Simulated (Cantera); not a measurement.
A closed system holds: 1 mol C₂F₆, 0.89 mol HCl, 1.2 mol H₂, equilibrated at 0.000170 bar.

Equilibrium computed with Cantera from the NASA thermochemical tables; the gas is ideal and each condensed phase is pure. Candidate condensed phases: C, C₆H₆, C₇H₈, C₈H₁₈; 118 gas species. The feed counts by its element totals alone. Condensed phases not in the tables: fluorocarbon polymer. Gases not in the tables: C₂F₆ and larger saturated fluorocarbons. Equilibrium is a limit: real reactors are often held back by kinetics, nucleation or transport.

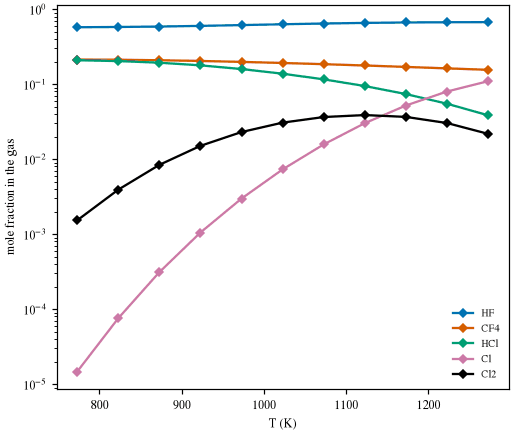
Equilibrium gas composition (values under 1e-9 drawn at 1e-9)

From 773 K to 1273 K the condensed part is C(graphite). The main C-bearing gas is CF₄ throughout. The share of C in condensed phases is highest at 1273 K (63.9 %) and lowest at 773 K (55.2 %).
